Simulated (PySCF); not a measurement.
H4OSeSi, SMILES O[SiH2][SeH], PBE/def2-SVP optimised geometry. Atoms within 1.6 Å of the plane z = 0.6 Å (x, y, z in Å): O1 (1.12, -0.68, 0.00), Si2 (-0.56, -0.68, 0.00), Se3 (-1.53, 1.42, 0.00), H4 (1.53, -0.19, 0.73), H6 (-1.13, -1.42, 1.18), H7 (-1.65, 1.44, 1.48).

Calculation: PBE/def2-TZVP (PySCF).

Map of the electron localisation function on the plane z = 0.6 Å:

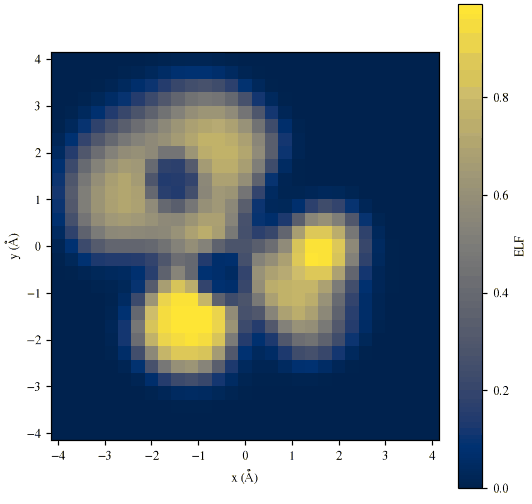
Figure. Electron localisation function on the plane z = 0.6 Å.
